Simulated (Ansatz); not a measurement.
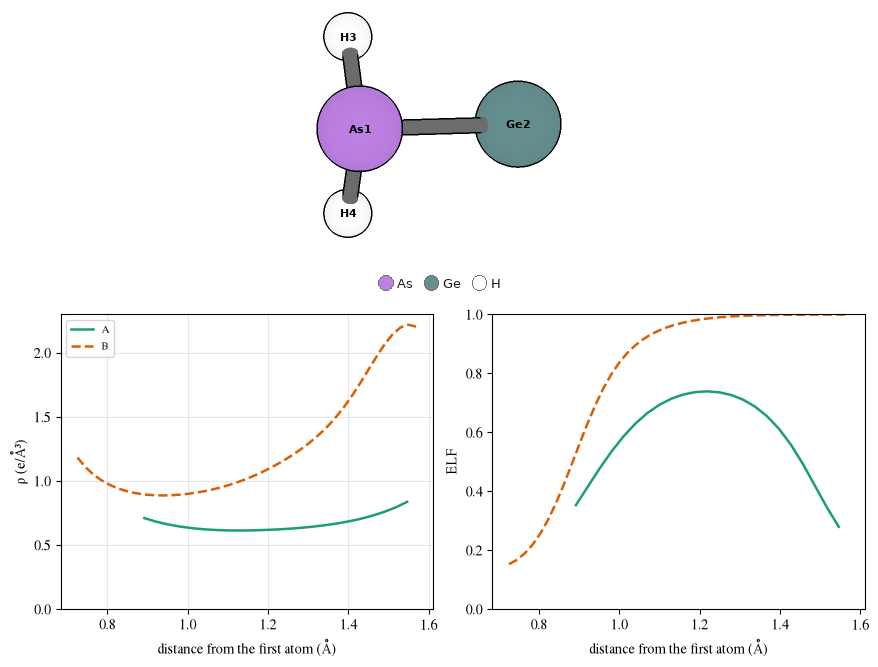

*AsGeH$_{2}$ (charge +1). Electron density and ELF along straight lines between neighbouring atoms. The curves leave out the atomic cores. The structure is drawn too.*

Geometry: PBE0-D3(BJ)/pcseg-1.

These are results of Ansatz, isolated molecule in a Gaussian basis; Kohn-Sham density functional theory, functional PBE0, not measurements.

**Which curve belongs to which contact (As–H and Ge–As)? The first atom named is at distance zero.**

Curve A: Ge–As (2.38 Å): the density is about 0.62 e/Å³ at the midpoint; the ELF peaks at about 0.75 in the valence shell of As, 1.2 Å from its nucleus, and is about 0.75 at the midpoint. Curve B: As–H (1.57 Å): the density is about 1 e/Å³ at the midpoint; the ELF climbs to about 1 towards the hydrogen, as it does in any bond to H.
